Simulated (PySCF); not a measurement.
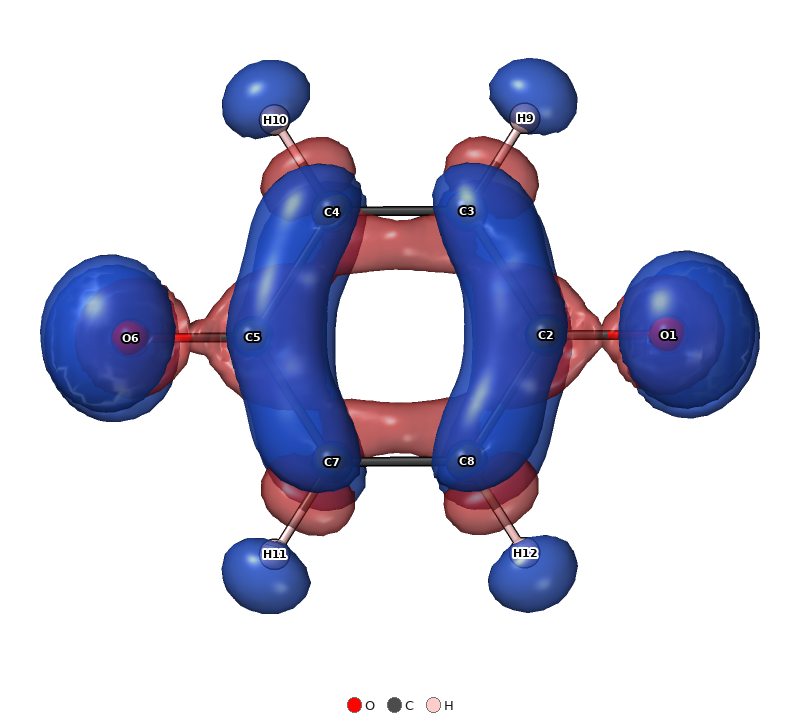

Figure 1: C6H4O2, SMILES `O=C1C=CC(=O)C=C1`. Fukui function f⁺ = ρ(N+1) − ρ(N) at fixed geometry, surfaces at ±0.02 e/Å³ (blue positive, red negative).

Computed with PySCF, r2SCAN/6-31G*, geometry: GFN2-xTB. This is a single-reference result, which may miss multireference character in this system. No frequency check shows the geometry to be a minimum.

Cartesian coordinates (Å):

```
O1       2.6682    0.0000    0.0000
C2       1.4541   -0.0000    0.0000
C3       0.6673    1.2495    0.0000
C4      -0.6673    1.2495    0.0000
C5      -1.4541   -0.0000    0.0000
O6      -2.6682    0.0000    0.0000
C7      -0.6673   -1.2495    0.0000
C8       0.6673   -1.2495    0.0000
H9       1.2407    2.1662    0.0000
H10     -1.2407    2.1662    0.0000
H11     -1.2407   -2.1662    0.0000
H12      1.2407   -2.1662    0.0000
```

### Which atoms respond most to the addition of an electron?

f⁺ (Hirshfeld-condensed) is largest on O1 and O6 (0.16 each) and C2 and C5 (0.09 each); the vertical electron affinity is 1.48 eV (the stability of the anion's solution wasn't checked; the anion's highest orbital has positive energy, so this value and f⁺ depend on the basis). Condensed values hint at sites of nucleophilic attack but needn't mark the atom that reacts. Orbital relaxation makes it negative in places (0.18 e in all).

| atom | f⁺ | charge |
| --- | --- | --- |
| O1 | +0.16 | −0.22 |
| C2 | +0.09 | +0.14 |
| C3 | +0.08 | −0.03 |
| C4 | +0.08 | −0.03 |
| C5 | +0.09 | +0.14 |
| O6 | +0.16 | −0.22 |
| C7 | +0.08 | −0.03 |
| C8 | +0.08 | −0.03 |
| H9 | +0.05 | +0.06 |
| H10 | +0.05 | +0.06 |
| H11 | +0.05 | +0.06 |
| H12 | +0.05 | +0.06 |
